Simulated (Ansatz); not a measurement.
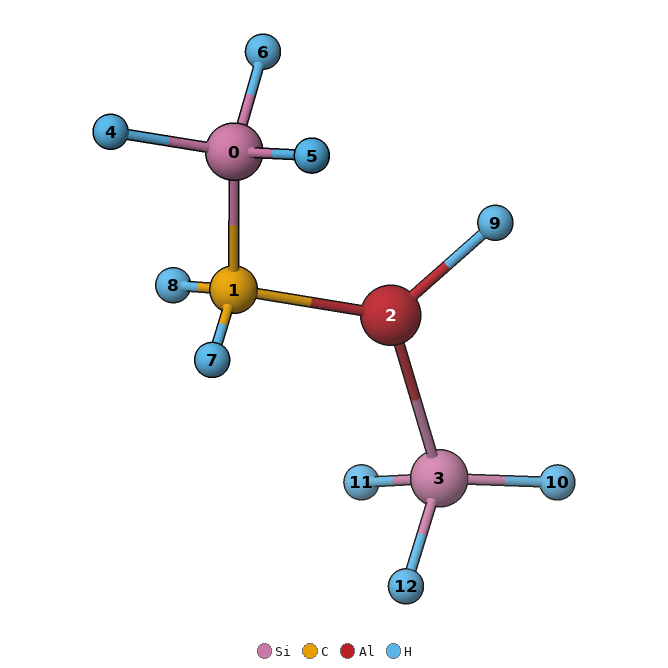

The picture shows the input geometry. Atoms are numbered from 0, in the order of the input.

The calculation was set up as follows.

```yaml
crystal:
  periodic: [false, false, false]
  atoms:
    - {symbol: Si, position_ang: [-0.359400, 2.373500, -0.498100]}
    - {symbol: C, position_ang: [-0.867500, 0.614200, -0.333800]}
    - {symbol: Al, position_ang: [0.696100, -0.418200, 0.245900]}
    - {symbol: Si, position_ang: [0.622400, -2.736100, 0.592900]}
    - {symbol: H, position_ang: [-1.585900, 3.170900, -0.965400]}
    - {symbol: H, position_ang: [0.055200, 2.954600, 0.783800]}
    - {symbol: H, position_ang: [0.689200, 2.562000, -1.504600]}
    - {symbol: H, position_ang: [-1.633700, 0.529300, 0.412600]}
    - {symbol: H, position_ang: [-1.210600, 0.243500, -1.268000]}
    - {symbol: H, position_ang: [2.124300, 0.322100, 0.529600]}
    - {symbol: H, position_ang: [1.837900, -3.281300, 1.049900]}
    - {symbol: H, position_ang: [0.163500, -3.383300, -0.645000]}
    - {symbol: H, position_ang: [-0.511400, -2.985900, 1.615100]}
basis:
  gaussian: {orbitals: def2-SVP}
hamiltonian: {xc: pbe, dispersion: d4}
relax: {f_tol: 0.03, max_steps: 200}
```

It was started with:

```sh
ansatz run in.yaml --threads 4 --pin off --events-out ev --progress --plain --max-ram 10444MiB
```

Result (its end):

```
mean field -23513.52397136 eV, -864.1060679083 hartree, gradient 1.9e-5 eV, S^2 0.000000; 1 other end points of the search recorded, 0 dependent functions left out
the calculation of the forces begins
reference -23513.52401874 eV, -864.1060696496 hartree; 28, 28 occupied and 85, 85 virtual orbitals, 1265 factors
Total energy: -23513.79286828 eV, -864.1159496881 hartree
Atom 0 at    -0.453750     2.501772    -0.544895 Å, force     0.002418     0.007791    -0.001050 eV/Å
Atom 1 at    -0.758703     0.656293    -0.305681 Å, force    -0.013612    -0.005057    -0.003500 eV/Å
Atom 2 at     0.804032    -0.390475     0.290127 Å, force     0.013785    -0.004087     0.006516 eV/Å
Atom 3 at     0.558524    -2.822357     0.616953 Å, force     0.000386     0.000875    -0.000369 eV/Å
Atom 4 at    -1.683170     3.245710    -1.004234 Å, force    -0.001487    -0.000461    -0.000437 eV/Å
Atom 5 at     0.005310     3.122695     0.749416 Å, force    -0.000025     0.001584    -0.000293 eV/Å
Atom 6 at     0.628087     2.719517    -1.571558 Å, force    -0.000638     0.001631    -0.000558 eV/Å
Atom 7 at    -1.579707     0.503001     0.432215 Å, force     0.002466     0.000484     0.002975 eV/Å
Atom 8 at    -1.135421     0.209177    -1.254308 Å, force     0.002797     0.000300    -0.001594 eV/Å
Atom 9 at     2.207214     0.344616     0.555997 Å, force    -0.004358    -0.002058    -0.001023 eV/Å
Atom 10 at     1.818804    -3.507531     1.082996 Å, force    -0.000639    -0.001833    -0.000009 eV/Å
Atom 11 at     0.128087    -3.495864    -0.666333 Å, force    -0.000529     0.000438    -0.000459 eV/Å
Atom 12 at    -0.519207    -3.121252     1.634204 Å, force    -0.000565     0.000393    -0.000200 eV/Å
Dipole moment:    -0.132220    -0.044655    -0.026225 e Å
```
